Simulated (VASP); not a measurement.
Band structure of MoS₂ (2H layered). Calculation: AM05 GGA, VASP's PBE PAW potentials (set 64) (plane waves; VASP).

Without a dispersion term in the relaxation, distances and binding between the weakly bound layers, chains or molecules are unreliable, and so is what depends on them.

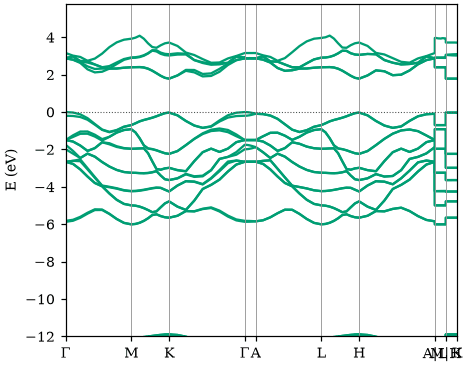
Fig. 1. Bands along high-symmetry lines, zero at the valence-band maximum or, without a gap, the Fermi level

Question: Read the plot: is there a gap, and where are the band edges?

Answer: The gap is indirect, 1.79 eV, from the valence maximum at Γ to the conduction minimum at K. (Edges off the drawn lines would not show.)

Measured: gap 1.29 eV (computed value off by +0.50 eV), as given by Wei Chen et al., Physical Review Materials (2018), doi:10.1103/physrevmaterials.2.073803.

The compound is MoS2 in the 2H layered structure. It was relaxed first, which changed the volume by +30 %.
